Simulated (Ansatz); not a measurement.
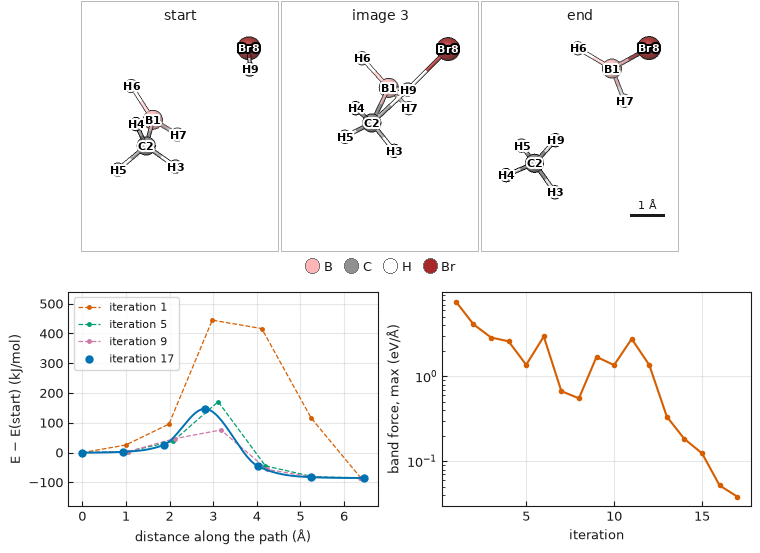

A search for the minimum-energy path of CH6BBr, made up at the start of CH5B and HBr by the nudged elastic band. Images are numbered from 0 (start) to 6 (end). The plot follows the band through its iterations. Style: ball-and-stick. Shown from a free direction.

These are results of RHF/def2-SVP in Ansatz 0.2.0, not measurements. Settings: 5 movable images; climbing image; force threshold 0.05 eV/Å; iteration limit 60; starting path through a guess of the saddle point.

How did the profile develop, and is the result final?

Answer. The result is final at these settings. The band converged in 17 iterations. The largest component of the band force went from 7.6 to 0.038 eV/Å. The climbing image converged on the top of the path. Its vibrational analysis gives one imaginary mode (1407i cm⁻¹), as a transition state must have. The first iteration put the highest image at 444.8 kJ/mol. The highest point, image 3, lies 146.9 kJ/mol above the start and 231.9 kJ/mol above the end; the end is at −85.0 kJ/mol relative to the start.

Limits of the set-up: the start holds two separate molecules, 3.7 Å apart at their closest, whose relative position is a soft coordinate and is computed without a dispersion correction; Hartree-Fock leaves out electron correlation.
